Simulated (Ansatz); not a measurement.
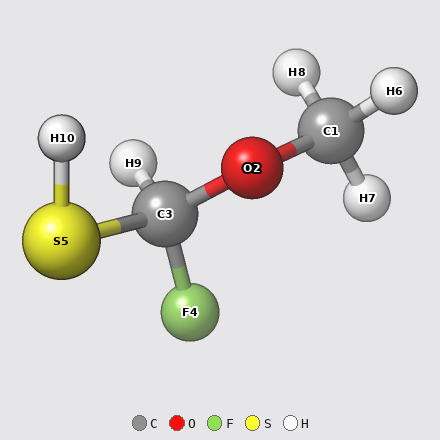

The system is C₂H₅FOS, SMILES COC(F)S; the picture shows the reference structure. First axis: angle C1–O2–C3. Second axis: change of the bonds O2–C1, O2–C3, all alike. Nothing is relaxed (all other coordinates rigid). Grid: 13 × 13 points. Points are written as (first, second). Energies are in kcal/mol, from the lowest grid point. These are results of RKS PBE-D4/def2-SVP in Ansatz, not measurements.

Its coordinates:

```json
{"atom": "C", "x (Å)": "-0.7198", "y (Å)": "0.0066", "z (Å)": "1.2697"}
{"atom": "O", "x (Å)": "-0.4680", "y (Å)": "0.4677", "z (Å)": "-0.0567"}
{"atom": "C", "x (Å)": "0.4161", "y (Å)": "-0.3158", "z (Å)": "-0.7539"}
{"atom": "F", "x (Å)": "-0.1403", "y (Å)": "-1.5390", "z (Å)": "-1.0911"}
{"atom": "S", "x (Å)": "0.8444", "y (Å)": "0.5032", "z (Å)": "-2.3415"}
{"atom": "H", "x (Å)": "-1.3846", "y (Å)": "0.7496", "z (Å)": "1.7473"}
{"atom": "H", "x (Å)": "-1.2204", "y (Å)": "-0.9849", "z (Å)": "1.2651"}
{"atom": "H", "x (Å)": "0.2239", "y (Å)": "-0.0711", "z (Å)": "1.8585"}
{"atom": "H", "x (Å)": "1.3321", "y (Å)": "-0.5405", "z (Å)": "-0.1517"}
{"atom": "H", "x (Å)": "1.1994", "y (Å)": "1.6731", "z (Å)": "-1.7428"}
```

Range: angle C1–O2–C3 from 68.7 to 158.7°; change of the bonds O2–C1, O2–C3, all alike from −0.154 to 0.238 Å.

Question: Predict the map.

Answer: The lowest grid point is at (113.7°, 0.009 Å). It is the only kind of minimum in the scanned range. The highest grid point, (68.7°, −0.154 Å), lies 287 kcal/mol above the lowest. Round the minimum the valley is somewhat tilted: raising angle C1–O2–C3 shifts the best value of the second coordinate downwards (coupling k₁₂/√(k₁₁k₂₂) about 0.2).

```tsv
second ↓, first →	68.7	76.2	83.7	91.2	98.7	106.2	113.7	121.2	128.7	136.2	143.7	151.2	158.7
0.238	98	61	42	32	28	27	28	31	36	41	46	52	58
0.205	101	59	38	28	23	21	22	25	29	34	40	46	52
0.173	105	59	35	23	18	16	17	20	24	29	34	40	46
0.140	111	60	34	20	14	11	12	14	18	23	29	34	40
0.107	118	62	33	18	10	7	7	10	13	18	24	29	34
0.075	127	66	33	16	8	4	4	6	9	14	19	25	30
0.042	139	72	36	16	6	2	1	3	6	11	16	21	26
0.009	154	81	40	18	7	1	0	1	4	9	13	18	23
−0.023	172	91	46	22	9	2	0	1	4	8	13	17	22
−0.056	194	106	56	28	13	6	3	3	6	9	14	18	22
−0.089	220	124	69	37	20	11	8	7	9	13	17	21	25
−0.121	250	146	85	50	30	20	16	15	16	19	23	27	30
−0.154	287	174	107	67	45	33	27	25	26	29	32	36	39
```

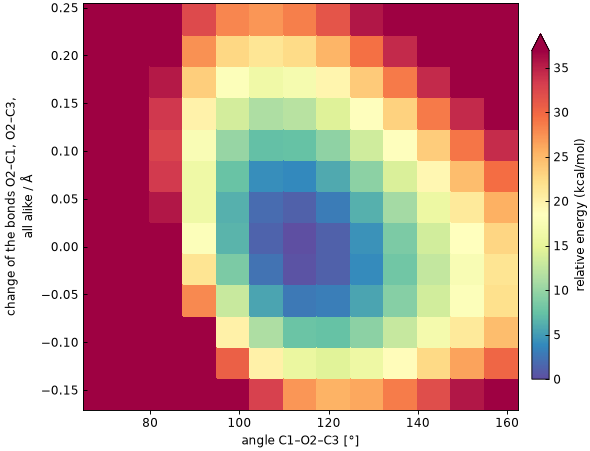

In the figure: one coloured cell a grid point, one colour for all values above the top of the scale.

Each point was launched as `ansatz run input.yaml --threads 1 --pin off --max-ram 2560MiB --backend cpu --events-out ev --progress --plain --runs-dir out`. The whole map (169 points run) took 9.2 min on 1 thread of AMD EPYC 7R13 Processor (Zen 3), on a shared host.
